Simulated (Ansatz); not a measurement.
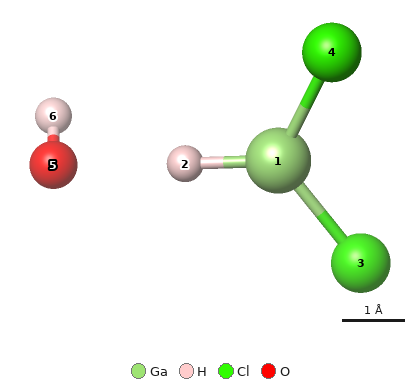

Figure 1. The input geometry (ball-and-stick view, seen at a tilt; atoms are numbered from 1 in the order of the input). Sticks mark near contacts. Bond lengths as drawn: Cl–Ga 2.17 Å, Ga–H 1.57 Å and H–O 0.99 Å.

**Run report: GaH2Cl2O, geometry relaxation (part 1 of 2)**

The run: geometry relaxation of GaH2Cl2O, multiplicity 2. Method and program: UKS BLYP/def2-SVP (Ansatz 0.2.0).

It belongs to a series of runs on one base structure; here: end point A relaxed. Figures and captions count atoms from 1; the log counts them from 0 in places.

## Output
```
The last accepted step is kept in [file] (removed where the run ends without a failure and the disk answers)
Engine: ansatz 0.2.0, aarch64-unknown-linux-gnu
Functional definition: BLYP
  parameter beta = 0.0042
  parameter a = 0.04918
  parameter b = 0.132
  parameter c = 0.2533
  parameter d = 0.349
  exchange = b88_x(beta = beta)
  correlation = lyp_c(a = a, b = b, c = c, d = d)
1004 factors; their error is unknown
mean field evaluation 1: about -79470.0141 eV, gradient 5.6e1 eV
mean field evaluation 2: about -79155.0349 eV, gradient 1.3e2 eV
mean field evaluation 4: about -79484.0420 eV, gradient 2.8e1 eV
mean field evaluation 8: about -79488.0551 eV, gradient 1.1e0 eV
mean field evaluation 16: about -79488.0107 eV, gradient 1.5e-3 eV
mean field evaluation 32: about -79488.0802 eV, gradient 6.2e-3 eV
mean field evaluation 64: about -79488.0791 eV, gradient 2.7e-2 eV
mean field -79488.08022179 eV, -2921.1330691948 hartree, gradient 1.9e-8 eV, S^2 0.751857; 6 other end points of the search recorded, 0 dependent functions left out
the calculation of the forces begins
reference -79488.08055399 eV, -2921.1330814028 hartree; 38, 37 occupied and 54, 55 virtual orbitals, 1004 factors
relax step   1: F+E_penalty+E_count = -79488.08022179 eV  Δ(F+E_penalty+E_count) = +0.000e0 eV  max|allowed force component| = 2.700e-1 eV/Å  Δτ_max = 0.0000 Å  (282 SCF iters, accepted)
these checks for a lower state are left out or cut short: starts, cluster_reference, orbital_swaps, neighbouring_geometries, increment
1004 factors; their error is unknown
mean field evaluation 96: about -79487.9864 eV, gradient 4.6e0 eV
mean field -79488.14520525 eV, -2921.1354572932 hartree, gradient 1.9e-7 eV, S^2 0.752262; 0 other end points of the search recorded, 0 dependent functions left out
[... from here on the field's lines of each further geometry are left out, up to the last ...]
relax step   2: F+E_penalty+E_count = -79488.14520525 eV  Δ(F+E_penalty+E_count) = -6.498e-2 eV  max|allowed force component| = 6.404e-1 eV/Å  Δτ_max = 0.1949 Å  (93 SCF iters, accepted)
relax step   3: F+E_penalty+E_count = -79488.24902879 eV  Δ(F+E_penalty+E_count) = -1.038e-1 eV  max|allowed force component| = 9.526e-1 eV/Å  Δτ_max = 0.1962 Å  (41 SCF iters, accepted)
relax step   4: F+E_penalty+E_count = -79488.56159186 eV  Δ(F+E_penalty+E_count) = -3.126e-1 eV  max|allowed force component| = 2.121e0 eV/Å  Δτ_max = 0.1949 Å  (39 SCF iters, accepted)
relax step   5: F+E_penalty+E_count = -79489.06722947 eV  Δ(F+E_penalty+E_count) = -5.056e-1 eV  max|allowed force component| = 3.208e0 eV/Å  Δτ_max = 0.1968 Å  (37 SCF iters, accepted)
relax step   6: F+E_penalty+E_count = -79489.46368196 eV  Δ(F+E_penalty+E_count) = -3.965e-1 eV  max|allowed force component| = 2.941e0 eV/Å  Δτ_max = 0.1176 Å  (34 SCF iters, accepted)
relax step   7: F+E_penalty+E_count = -79489.45755295 eV  Δ(F+E_penalty+E_count) = +6.129e-3 eV  max|allowed force component| = 6.586e0 eV/Å  Δτ_max = 0.1949 Å  (36 SCF iters, rejected (line search))
relax step   8: F+E_penalty+E_count = -79489.72824447 eV  Δ(F+E_penalty+E_count) = -2.646e-1 eV  max|allowed force component| = 1.593e0 eV/Å  Δτ_max = 0.0946 Å  (34 SCF iters, accepted)
relax step   9: F+E_penalty+E_count = -79489.80920454 eV  Δ(F+E_penalty+E_count) = -8.096e-2 eV  max|allowed force component| = 1.197e0 eV/Å  Δτ_max = 0.0971 Å  (32 SCF iters, accepted)
relax step  10: F+E_penalty+E_count = -79489.89009752 eV  Δ(F+E_penalty+E_count) = -8.089e-2 eV  max|allowed force component| = 2.706e-1 eV/Å  Δτ_max = 0.1500 Å  (32 SCF iters, accepted)
relax step  11: F+E_penalty+E_count = -79489.88460909 eV  Δ(F+E_penalty+E_count) = +5.488e-3 eV  max|allowed force component| = 2.019e0 eV/Å  Δτ_max = 0.1963 Å  (34 SCF iters, rejected (line search))
relax step  12: F+E_penalty+E_count = -79489.92845259 eV  Δ(F+E_penalty+E_count) = -3.836e-2 eV  max|allowed force component| = 4.307e-1 eV/Å  Δτ_max = 0.0955 Å  (30 SCF iters, accepted)
relax step  13: F+E_penalty+E_count = -79489.96346631 eV  Δ(F+E_penalty+E_count) = -3.501e-2 eV  max|allowed force component| = 7.902e-1 eV/Å  Δτ_max = 0.0976 Å  (31 SCF iters, accepted)
relax step  14: F+E_penalty+E_count = -79490.01204717 eV  Δ(F+E_penalty+E_count) = -4.858e-2 eV  max|allowed force component| = 6.494e-1 eV/Å  Δτ_max = 0.1494 Å  (31 SCF iters, accepted)
relax step  15: F+E_penalty+E_count = -79490.04573121 eV  Δ(F+E_penalty+E_count) = -3.368e-2 eV  max|allowed force component| = 3.637e-1 eV/Å  Δτ_max = 0.0609 Å  (30 SCF iters, accepted)
relax step  16: F+E_penalty+E_count = -79490.06258750 eV  Δ(F+E_penalty+E_count) = -1.686e-2 eV  max|allowed force component| = 1.642e0 eV/Å  Δτ_max = 0.1949 Å  (32 SCF iters, accepted)
relax step  17: F+E_penalty+E_count = -79490.10703495 eV  Δ(F+E_penalty+E_count) = -4.445e-2 eV  max|allowed force component| = 2.093e0 eV/Å  Δτ_max = 0.1942 Å  (33 SCF iters, accepted)
relax step  18: F+E_penalty+E_count = -79490.23257111 eV  Δ(F+E_penalty+E_count) = -1.255e-1 eV  max|allowed force component| = 1.031e0 eV/Å  Δτ_max = 0.2000 Å  (33 SCF iters, accepted)
relax step  19: F+E_penalty+E_count = -79490.31330891 eV  Δ(F+E_penalty+E_count) = -8.074e-2 eV  max|allowed force component| = 2.896e-1 eV/Å  Δτ_max = 0.1999 Å  (33 SCF iters, accepted)
relax step  20: F+E_penalty+E_count = -79490.39870855 eV  Δ(F+E_penalty+E_count) = -8.540e-2 eV  max|allowed force component| = 5.912e-1 eV/Å  Δτ_max = 0.1949 Å  (33 SCF iters, accepted)
relax step  21: F+E_penalty+E_count = -79490.46338992 eV  Δ(F+E_penalty+E_count) = -6.468e-2 eV  max|allowed force component| = 8.639e-1 eV/Å  Δτ_max = 0.1901 Å  (32 SCF iters, accepted)
relax step  22: F+E_penalty+E_count = -79490.51920417 eV  Δ(F+E_penalty+E_count) = -5.581e-2 eV  max|allowed force component| = 3.922e-1 eV/Å  Δτ_max = 0.1955 Å  (31 SCF iters, accepted)
relax step  23: F+E_penalty+E_count = -79490.53768308 eV  Δ(F+E_penalty+E_count) = -1.848e-2 eV  max|allowed force component| = 7.381e-1 eV/Å  Δτ_max = 0.1802 Å  (31 SCF iters, accepted)
relax step  24: F+E_penalty+E_count = -79490.55789870 eV  Δ(F+E_penalty+E_count) = -2.022e-2 eV  max|allowed force component| = 7.012e-1 eV/Å  Δτ_max = 0.1389 Å  (31 SCF iters, accepted)
relax step  25: F+E_penalty+E_count = -79490.57875015 eV  Δ(F+E_penalty+E_count) = -2.085e-2 eV  max|allowed force component| = 2.351e-1 eV/Å  Δτ_max = 0.1725 Å  (30 SCF iters, accepted)
relax step  26: F+E_penalty+E_count = -79490.58660230 eV  Δ(F+E_penalty+E_count) = -7.852e-3 eV  max|allowed force component| = 1.059e-1 eV/Å  Δτ_max = 0.0743 Å  (27 SCF iters, accepted)
relax step  27: F+E_penalty+E_count = -79490.58830856 eV  Δ(F+E_penalty+E_count) = -1.706e-3 eV  max|allowed force component| = 4.575e-2 eV/Å  Δτ_max = 0.0369 Å  (28 SCF iters, accepted)
the calculation of the forces begins
reference -79490.58882761 eV, -2921.2252587582 hartree; 38, 37 occupied and 54, 55 virtual orbitals, 1004 factors
relax step  28: F+E_penalty+E_count = -79490.58852268 eV  Δ(F+E_penalty+E_count) = -2.141e-4 eV  max|allowed force component| = 1.617e-2 eV/Å  Δτ_max = 0.0328 Å  (28 SCF iters, accepted)
1004 factors; their error is unknown
mean field evaluation 288: about -79490.5885 eV, gradient 4.8e-5 eV
```

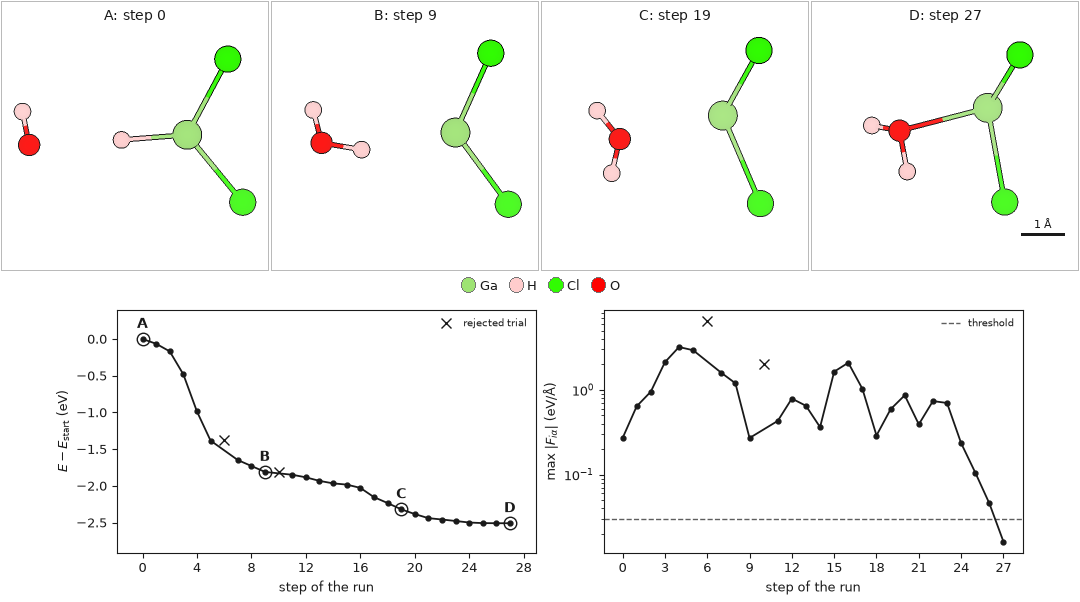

Figure 2. Frames of the relaxation (ball-and-stick view, seen at a tilt) above the curves, on which the letters mark them (the first geometry is step 0 here and step 1 in the log).

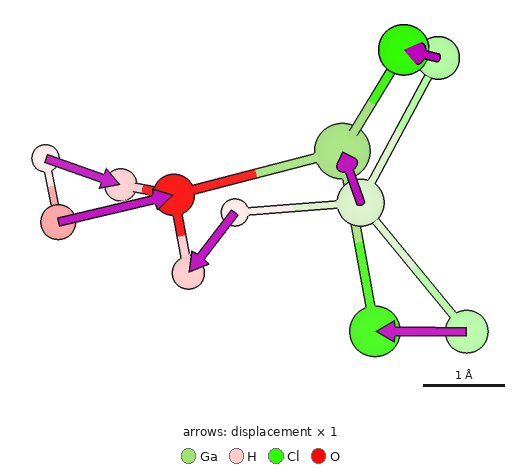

Figure 3. Start (faint) and end (solid) with the displacements as pink arrows, at true length (ball-and-stick view, seen at a tilt). The two geometries are laid on each other by the best rigid fit. O5 moves most after the best rigid fit: 1.48 Å. By element the largest moves are O 1.48 Å, Cl 1.14 Å, H 0.99 Å, Ga 0.94 Å. Distances before and after: Ga1–O5 3.772 → 2.266 Å, H2–O5 2.201 → 0.989 Å, Ga1–H2 1.571 → 2.536 Å, Ga1–Cl3 2.171 → 2.280 Å. New bonds form: H2–O5 (2.20 → 0.99 Å). Bonds break: Ga1–H2 (1.57 → 2.54 Å). After 27 geometry steps the energy has fallen by 2.508 eV. The largest force component goes from 0.27 to 0.016 eV/Å. The line search rejected the trial steps at points 6, 10 (counted from 0) and went back. (Atoms are counted from 1 in the order of the input.)

```
mean field -79490.58852268 eV, -2921.2252475524 hartree, gradient 4.8e-5 eV, S^2 0.751217; 1 other end points of the search recorded, 0 dependent functions left out
the calculation of the forces begins
reference -79490.58882761 eV, -2921.2252587582 hartree; 38, 37 occupied and 54, 55 virtual orbitals, 1004 factors
Total energy: -79490.58882761 eV, -2921.2252587582 hartree
Atom 0 at    -0.345539    -0.780167     0.039123 Å, force     0.013778    -0.016171    -0.005888 eV/Å
Atom 1 at     0.625509     0.314465     2.110745 Å, force    -0.008191    -0.010377    -0.003426 eV/Å
Atom 2 at     1.750211     0.105065    -0.112512 Å, force     0.007724     0.004049    -0.008330 eV/Å
Atom 3 at    -2.019781     0.383795    -0.866301 Å, force    -0.006886     0.010422     0.001986 eV/Å
Atom 4 at    -0.293661    -0.043329     2.181195 Å, force    -0.010227     0.000368     0.014483 eV/Å
Atom 5 at    -0.231139    -0.780930     2.824850 Å, force     0.003802     0.011708     0.001175 eV/Å
Dipole moment:     0.148970    -0.354867     0.833430 e Å
```

## Trajectory as extended XYZ (Å, eV, eV/Å), 28 frames, from step=1 to step=28
```
6
Properties=species:S:1:pos:R:3:forces:R:3 step=1 energy=-79488.08022
Ga    0.0217    0.0129   -0.1262   -0.0037   0.0016  -0.0015
H     0.0346   -0.0215    1.4449    0.0069  -0.0031   0.2187
Cl    1.8517    0.0296   -1.2942   -0.0148   0.0020   0.0182
Cl   -1.8363    0.0193   -1.2527    0.0138   0.0009   0.0203
O    -0.0270   -0.0063    3.6450    0.0049   0.0051  -0.2700
H    -0.5590   -0.8352    3.7603   -0.0071  -0.0065   0.0143
6
Properties=species:S:1:pos:R:3:forces:R:3 step=2 energy=-79488.14520
Ga    0.0214    0.0129   -0.0743   -0.0129  -0.0119  -0.0657
H     0.0371   -0.0237    1.5023   -0.0219  -0.0346   0.4066
Cl    1.8439    0.0307   -1.2546    0.0200   0.0036   0.0221
Cl   -1.8301    0.0197   -1.2120   -0.0162   0.0023   0.0282
O    -0.0328   -0.0161    3.4505   -0.3825  -0.5998  -0.0372
H    -0.5539   -0.8247    3.7652    0.4136   0.6404  -0.3540
6
Properties=species:S:1:pos:R:3:forces:R:3 step=3 energy=-79488.24903
Ga    0.0180    0.0080   -0.0023   -0.0341  -0.0240  -0.3416
H     0.0340   -0.0316    1.5813   -0.0822  -0.1290   0.9526
Cl    1.8346    0.0279   -1.1932    0.0766   0.0048   0.0155
Cl   -1.8277    0.0163   -1.1507   -0.0693   0.0030   0.0216
O    -0.0348   -0.0219    3.2544   -0.4476  -0.6996   0.1783
H    -0.5384   -0.7998    3.6877    0.5565   0.8448  -0.8265
6
Properties=species:S:1:pos:R:3:forces:R:3 step=4 energy=-79488.56159
Ga    0.0095   -0.0067    0.0737   -0.0343  -0.0194  -0.7220
H     0.0194   -0.0548    1.6941   -0.1232  -0.1629   2.1207
Cl    1.8264    0.0216   -1.1259    0.1285   0.0042   0.0245
Cl   -1.8329    0.0099   -1.0872   -0.1382   0.0011   0.0171
O    -0.0205   -0.0017    3.1259    0.2935   0.3917  -1.0515
H    -0.5164   -0.7694    3.4965   -0.1264  -0.2148  -0.3888
6
Properties=species:S:1:pos:R:3:forces:R:3 step=5 energy=-79489.06723
Ga   -0.0016   -0.0241    0.1137   -0.0293  -0.0102  -0.9542
H     0.0280   -0.0486    1.8159   -0.0158   0.0678   3.2077
Cl    1.8355    0.0105   -1.0684    0.1843   0.0036  -0.0277
Cl   -1.8630   -0.0037   -1.0299   -0.2006  -0.0013  -0.0247
O     0.0096    0.0359    3.0462   -0.2254  -0.5020  -1.8774
H    -0.5229   -0.7710    3.2997    0.2869   0.4421  -0.3237
6
Properties=species:S:1:pos:R:3:forces:R:3 step=6 energy=-79489.46368
Ga   -0.0052   -0.0305    0.0745   -0.0438  -0.0084  -0.6391
H     0.0669   -0.0351    1.9261    0.0603   0.1819   2.9412
Cl    1.8640    0.0140   -1.0759    0.1355   0.0035  -0.0525
Cl   -1.9078   -0.0197   -1.0231   -0.1373  -0.0018  -0.0303
O     0.0284    0.0243    3.0493   -0.2165  -0.4653  -2.2162
H    -0.5607   -0.7541    3.2262    0.2019   0.2901  -0.0031
6
Properties=species:S:1:pos:R:3:forces:R:3 step=7 energy=-79489.45755 accepted=F
Ga   -0.0108   -0.0367    0.0094   -0.0252  -0.0175  -0.4575
H     0.0915   -0.0345    2.1194    0.8809  -0.1185  -6.2979
Cl    1.9007    0.0154   -1.0948    0.0866   0.0076  -0.0799
Cl   -1.9560   -0.0263   -1.0327   -0.1193   0.0040  -0.0752
O     0.0284    0.0189    2.9982   -0.8167   0.0651   6.5859
H    -0.5683   -0.7379    3.1776   -0.0063   0.0593   0.3246
```
